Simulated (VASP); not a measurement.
Band structure of BN (zinc blende). Calculation: r2SCAN+rVV10, VASP's PBE PAW potentials (set 64) (plane waves; VASP).

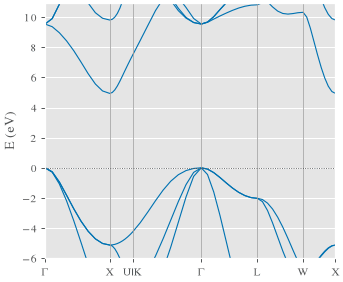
Figure. Bands along high-symmetry lines, zero at the valence-band maximum or, without a gap, the Fermi level

Problem. Read the plot: is there a gap, and where are the band edges?

Solution. The gap is indirect, 4.94 eV, from the valence maximum at Γ to the conduction minimum at X.

Measured: gap 6.20 eV at 300 K (computed value off by -1.26 eV), as given by arXiv:1206.3780.

The compound is BN in the zinc blende structure. It was relaxed first.
